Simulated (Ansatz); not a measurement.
A relaxed structure of ZnSe. All values below come from PBEsol (plane waves to 420 eV, PAW, scalar-relativistic; Ansatz, a program for electronic structure).

F-43m (No. 216), cF8, zinc blende type; a = b = c = 5.634 Å, α = β = γ = 90.00°.

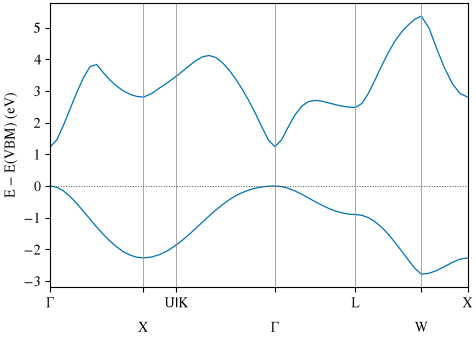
Figure. Highest filled and lowest empty band along the path of this cell's Brillouin zone

**Question.** Read off the gap and say whether it is direct.

**Answer.** 1.24 eV, direct at Γ (no spin-orbit coupling).

**Question.** How far does the top valence band disperse along this path?

**Answer.** About 2.8 eV.

No spin polarisation in the result.

Measured for ZnSe: a 5.6676 Å (room temperature; as listed in Martin Albrecht, Beate Paulus, Hermann Stoll, Phys. Rev. B (1997)); gap 2.87 eV (static lattice; corrected from measurement; as listed in Wei Chen et al., Physical Review Materials (2018)). Computed minus measured — a: PBEsol -0.6 %; gap: PBEsol -1.63 eV. The computed values are for a static lattice, and a measured gap can be an optical one, lowered by exciton binding.

The run could not lose the symmetry of its start; a randomly shaken copy of 2 atoms returns to this structure.

All atoms sit on sites fixed by symmetry, so only the cell could relax.
